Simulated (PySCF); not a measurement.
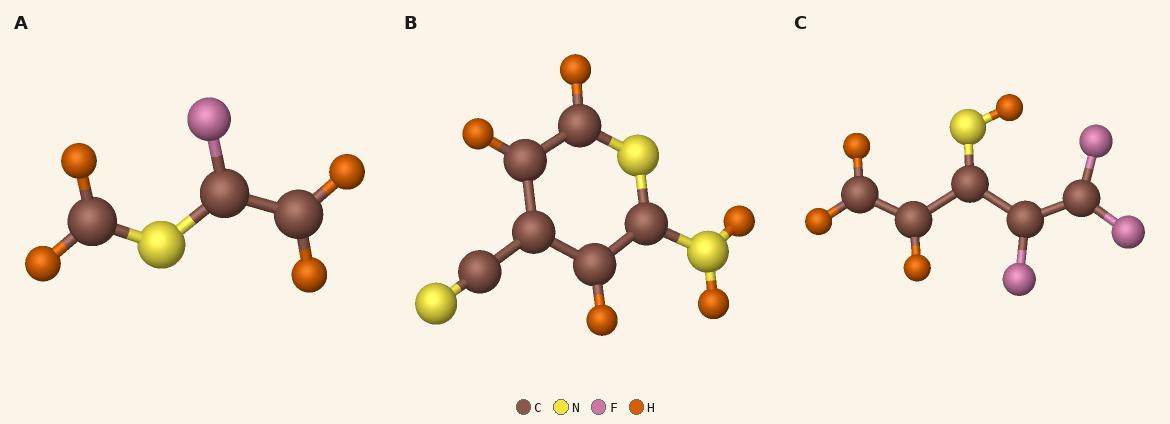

Simulated data, not a measurement (program: PySCF).

```xyz
13
charge 0, multiplicity 1
C     2.5461    0.1718   -0.3121
C     1.3649   -0.4339   -0.4597
C     0.0881    0.2439   -0.1256
N     0.0987    1.4532    0.2870
C    -1.1215   -0.5904   -0.3183
F    -0.9328   -1.8667   -0.6719
C    -2.3997   -0.2034   -0.1917
F    -2.7732    1.0044    0.1478
F    -3.4192   -0.9875   -0.3897
H     2.5933    1.1966    0.0665
H     3.4782   -0.3383   -0.5649
H     1.3072   -1.4574   -0.8342
H    -0.8362    1.8064    0.4887
```

Which panel shows the molecule in this file?

Answer. C. The file holds C5H4F3N, `[H]/N=C(/C=C)C(F)=C(F)F`.
